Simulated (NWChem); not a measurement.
# SiHBrClOF (SMILES O[Si](F)(Cl)Br) at 4 levels

Wanted: a comparison of 4 runs (HF/STO-3G, HF/3-21G, B3LYP/6-31G*) of SiHBrClOF. 

Program for the calculation: NWChem 7.3.0.

### Step 1. The system as given

SiHBrClOF has 6 atoms, charge 0, and is taken as a singlet. SMILES: `O[Si](F)(Cl)Br`. The coordinates come from a PBE0-D4/def2-TZVP relaxation. This is one conformer, not always the lowest.

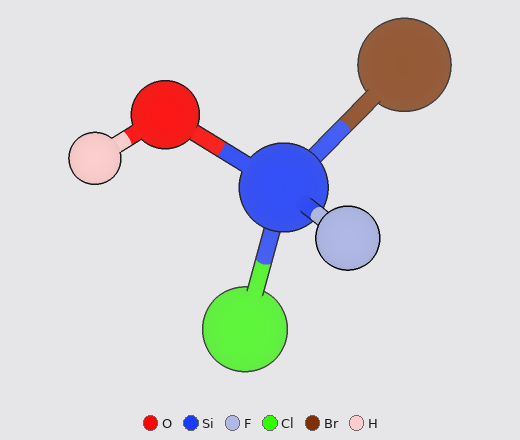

The structure, seen from a chosen angle (oxygen red, silicon blue, fluorine light blue, chlorine green, bromine brown, hydrogen pink).

### Step 2. Energy and gradient at HF/STO-3G (run 1)

The input, brclfhosi.nw:

```
start brclfhosi
title "BrClFHOSi hf"
memory 2200 mb
charge 0

geometry units atomic noautosym nocenter noautoz
O     -0.93635929     0.62776702     2.22704224
Si     0.39948810     0.03288123    -0.44805406
F      3.06437988    -1.25307739    -0.05347925
Cl    -1.68847029    -2.40429855    -2.54319342
Br     0.96716183     3.60937690    -2.39692862
H     -1.72664276    -0.73321374     3.12749674
end

basis spherical bse
* library STO-3G
end

scf
thresh 1e-08
maxiter 80
print low
end

task scf gradient
```

On the command line:

```
$ nwchem brclfhosi.nw > brclfhosi.out
```

Standard output:

```text
[...]
  functions       =    47
[...]
  wavefunction    = RHF
[...]
         Total SCF energy =  -3457.457134336988
      One-electron energy =  -5901.378197997256
      Two-electron energy =   1907.733784943802
 Nuclear repulsion energy =    536.187278716466
        Time for solution =      2.3s
[...]
                         RHF ENERGY GRADIENTS
    atom               coordinates                        gradient
                 x          y          z           x          y          z
   1 O      -0.936359   0.627767   2.227042   -0.002576  -0.028948  -0.006683
   2 Si      0.399488   0.032881  -0.448054   -0.012125  -0.014074  -0.002999
   3 F       3.064380  -1.253077  -0.053479   -0.011319   0.007086  -0.003842
   4 Cl     -1.688470  -2.404299  -2.543193    0.017678   0.019484   0.016253
   5 Br      0.967162   3.609377  -2.396929    0.000693  -0.005693   0.002616
   6 H      -1.726643  -0.733214   3.127497    0.007649   0.022144  -0.005345
 Task  times  cpu:        4.4s     wall:        4.4s
 Total times  cpu:        4.4s     wall:        4.4s
```

It took 5.1 s on 1 thread of Intel Xeon 6975P-C (Granite Rapids), shared host; peak memory 0.096 GiB.

### Step 3. Energy and forces at HF/3-21G (run 2)

The input, run.py:

```python
from ase import Atoms
from ase.calculators.nwchem import NWChem

atoms = Atoms(['O', 'Si', 'F', 'Cl', 'Br', 'H'], positions=[
    [-0.495500, 0.332200, 1.178500],
    [0.211400, 0.017400, -0.237100],
    [1.621600, -0.663100, -0.028300],
    [-0.893500, -1.272300, -1.345800],
    [0.511800, 1.910000, -1.268400],
    [-0.913700, -0.388000, 1.655000],
])

calc = NWChem(
    label='nw',
    theory='scf',
    memory='2200 mb',
    basis='3-21G',
    basispar='spherical bse',
    scf={'nopen': '0', 'rhf': None, 'thresh': '1e-08', 'maxiter': '80', 'print': 'low'},
)
atoms.calc = calc

forces = atoms.get_forces()
e = atoms.get_potential_energy()
print(f"E = {e:.6f} eV")
print("forces (eV/A):")
for s, f in zip(atoms.symbols, forces):
    print(f"{s:2s} {f[0]:10.5f} {f[1]:10.5f} {f[2]:10.5f}")
```

On the command line:

```
$ export ASE_NWCHEM_COMMAND="nwchem PREFIX.nwi > PREFIX.nwo"
$ python run.py
```

Standard output:

```text
E = -94664.481858 eV
forces (eV/A):
O    -0.47313   -0.44809    0.73312
Si    0.46989    1.30957    0.03368
F     1.36994   -0.82337    0.35096
Cl   -1.22858   -1.45339   -1.11308
Br    0.18995    1.28139   -0.73652
H    -0.32802    0.13385    0.73189
```

The calculator wrote nw.nwi:

```
title "nw"

permanent_dir nw

scratch_dir nw

start nw

geometry units angstrom nocenter noautosym noautoz
  O  -4.9550000000000000e-01 3.3220000000000000e-01 1.1785000000000001e+00
  Si 2.1140000000000000e-01 1.7399999999999999e-02 -2.3710000000000001e-01
  F  1.6215999999999999e+00 -6.6310000000000002e-01 -2.8299999999999999e-02
  Cl -8.9349999999999996e-01 -1.2723000000000000e+00 -1.3458000000000001e+00
  Br 5.1180000000000003e-01 1.9099999999999999e+00 -1.2684000000000000e+00
  H  -9.1369999999999996e-01 -3.8800000000000001e-01 1.6550000000000000e+00
end

memory 2200 mb

basis spherical bse noprint
   * library 3-21G
end

scf
  nopen 0
  rhf
  thresh 1e-08
  maxiter 80
  print low
end

task scf gradient
```

nw.nwo:

```text
Northwest Computational Chemistry Package (NWChem) 7.3.0
             --------------------------------------------------------

           Job information
           ---------------

    nwchem branch   = 7.3.0
    use scalapack   = T
    input           = nw.nwi
    prefix          = nw.
    data base       = nw/nw.db
    status          = startup
    nproc           =        1

           Memory information
           ------------------

[... 5 lines left out ...]
    hardfail = no
[... 110 lines left out ...]
       Final RHF  results
[... 3 lines left out ...]
      One-electron energy =  -5912.376887928110
[... 1 line left out ...]
 Nuclear repulsion energy =    536.187317504055
[... 6 lines left out ...]
                         RHF ENERGY GRADIENTS

    atom               coordinates                        gradient
                 x          y          z           x          y          z
   1 O      -0.936359   0.627767   2.227042    0.009201   0.008714  -0.014257
   2 Si      0.399488   0.032881  -0.448054   -0.009138  -0.025467  -0.000655
   3 F       3.064380  -1.253077  -0.053479   -0.026641   0.016012  -0.006825
   4 Cl     -1.688470  -2.404298  -2.543193    0.023892   0.028264   0.021646
   5 Br      0.967162   3.609377  -2.396928   -0.003694  -0.024919   0.014323
   6 H      -1.726643  -0.733214   3.127497    0.006379  -0.002603  -0.014233

 Task  times  cpu:        5.5s     wall:        5.5s
 Total times  cpu:        5.5s     wall:        5.5s
```

Run time: 6.6 s. Hardware: 1 thread of Intel Xeon 6975P-C (Granite Rapids), shared host; peak memory 0.097 GiB.

### Step 4. Energy and forces at B3LYP/6-31G(d) (spherical functions) (run 3)

The input, geom.nw:

```
START geom
TITLE "BrClFHOSi"
memory total 2200 mb
charge 0
GEOMETRY units au noautosym nocenter noautoz
 O   -0.93635929   0.62776702   2.22704224
 Si   0.39948810   0.03288123  -0.44805406
 F    3.06437988  -1.25307739  -0.05347925
 Cl  -1.68847029  -2.40429855  -2.54319342
 Br   0.96716183   3.60937690  -2.39692862
 H   -1.72664276  -0.73321374   3.12749674
END
BASIS spherical bse
 * library 6-31G*
END
DFT
 xc b3lyp
 grid fine
 convergence energy 1e-08
 maxiter 100
 mulliken
 noprint "final vectors analysis"
END
TASK dft gradient
```

On the command line:

```
$ nwchem geom.nw > geom.out
```

Standard output:

```text
[...]
          Wavefunction type:  closed shell.
          No. of atoms     :     6
          No. of electrons :    84
[...]
          Charge           :     0
          Spin multiplicity:     1
[...]
          AO basis - number of functions:    98
[...]
              XC Information
              --------------
                         B3LYP Method XC Potential
                     Hartree-Fock (Exact) Exchange  0.200
                        Slater Exchange Functional  0.800 local
                    Becke 1988 Exchange Functional  0.720 non-local
              Lee-Yang-Parr Correlation Functional  0.810
                  VWN I RPA Correlation Functional  0.190 local
[...]
 d= 0,ls=0.0,diis     1  -3499.3158333505 -4.04D+03  1.56D-02  1.00D+00     2.7
[...]
 d= 0,ls=0.0,diis    10  -3499.4231098853 -6.05D-10  2.12D-07  4.51D-10    19.4
         Total DFT energy =    -3499.423109885322
      One electron energy =    -5931.015563201657
           Coulomb energy =     2055.599332938809
    Exchange-Corr. energy =     -160.194158338940
 Nuclear repulsion energy =      536.187278716466
[...]
  wavefunction    = closed shell
                         DFT ENERGY GRADIENTS
    atom               coordinates                        gradient
                 x          y          z           x          y          z
   1 O      -0.936359   0.627767   2.227042    0.003189  -0.009269  -0.008063
   2 Si      0.399488   0.032881  -0.448054    0.002086  -0.003926   0.005269
   3 F       3.064380  -1.253077  -0.053479   -0.014335   0.007448  -0.002166
   4 Cl     -1.688470  -2.404299  -2.543193    0.006026   0.006758   0.005635
   5 Br      0.967162   3.609377  -2.396929   -0.000826  -0.007624   0.004080
   6 H      -1.726643  -0.733214   3.127497    0.003860   0.006614  -0.004754
[...]
```

It took 37 s on 1 thread of Intel Xeon 6975P-C (Granite Rapids), shared host; peak memory 0.12 GiB.

### Step 5. Energy and gradient at B3LYP/6-31G(d) (Cartesian functions) (run 4)

The input, brclfhosi.nw:

```
start brclfhosi
memory stack 880 mb heap 220 mb global 1100 mb
charge 0
geometry noautosym nocenter noautoz
   O       -0.495500       0.332200       1.178500
   Si       0.211400       0.017400      -0.237100
   F        1.621600      -0.663100      -0.028300
   Cl      -0.893500      -1.272300      -1.345800
   Br       0.511800       1.910000      -1.268400
   H       -0.913700      -0.388000       1.655000
end
basis
   * library 6-31G*
end
dft
   xc b3lyp
   grid fine
   convergence energy 1e-08
   iterations 100
   mulliken
end
task dft gradient
```

On the command line:

```
$ nwchem brclfhosi.nw > brclfhosi.out
```

Standard output:

```text
[...]
          Wavefunction type:  closed shell.
          No. of atoms     :     6
          No. of electrons :    84
[...]
          Charge           :     0
          Spin multiplicity:     1
[...]
          AO basis - number of functions:   105
[...]
              XC Information
              --------------
                         B3LYP Method XC Potential
                     Hartree-Fock (Exact) Exchange  0.200
                        Slater Exchange Functional  0.800 local
                    Becke 1988 Exchange Functional  0.720 non-local
              Lee-Yang-Parr Correlation Functional  0.810
                  VWN I RPA Correlation Functional  0.190 local
[...]
 d= 0,ls=0.0,diis     1  -3499.3275656870 -4.04D+03  1.71D-02  2.30D+00     2.8
[...]
 d= 0,ls=0.0,diis    10  -3499.4392842599 -3.35D-09  4.19D-07  2.15D-09    20.4
         Total DFT energy =    -3499.439284259941
      One electron energy =    -5930.813207497966
           Coulomb energy =     2055.298391033856
    Exchange-Corr. energy =     -160.111785299886
 Nuclear repulsion energy =      536.187317504056
[...]
  wavefunction    = closed shell
                         DFT ENERGY GRADIENTS
    atom               coordinates                        gradient
                 x          y          z           x          y          z
   1 O      -0.936359   0.627767   2.227042    0.002932  -0.009191  -0.007669
   2 Si      0.399488   0.032881  -0.448054    0.001223  -0.003349   0.004287
   3 F       3.064380  -1.253077  -0.053479   -0.013296   0.007013  -0.002042
   4 Cl     -1.688470  -2.404298  -2.543193    0.006128   0.006867   0.005734
   5 Br      0.967162   3.609377  -2.396928   -0.000804  -0.007935   0.004263
   6 H      -1.726643  -0.733214   3.127497    0.003817   0.006594  -0.004573
[...]
```

Run time: 38 s. Hardware: 1 thread of Intel Xeon 6975P-C (Granite Rapids), shared host; peak memory 0.12 GiB.

### Step 6. The series

| run | level | iteration cap | module | energy (Eh) | largest force (eV/Å) | wall time |
| --- | --- | --- | --- | --- | --- | --- |
| 1 | HF/STO-3G | 80 | scf | -3457.457134 | 1.590 | 5.1 s |
| 2 | HF/3-21G | 80 | scf | -3478.855571 | 2.205 | 6.6 s |
| 3 | B3LYP/6-31G* (spherical functions) | 100 | dft | -3499.423110 | 0.838 | 37 s |
| 4 | B3LYP/6-31G* (Cartesian functions) | 100 | dft | -3499.439284 | 0.780 | 38 s |

### Step 7. Results

| quantity | value |
| --- | --- |
| run 4: total energy | -3499.43928 Eh |
| run 4: dipole moment | 1.89 D |
| run 4: HOMO energy | -8.64 eV |
| run 4: LUMO energy | -0.31 eV |
| run 4: HOMO–LUMO gap | 8.34 eV |
| run 4: largest force on an atom | 0.780 eV/Å |

What this shows: In run 1 the basis is minimal, so the values are rough. All runs together took 87 s, the longest 38 s.
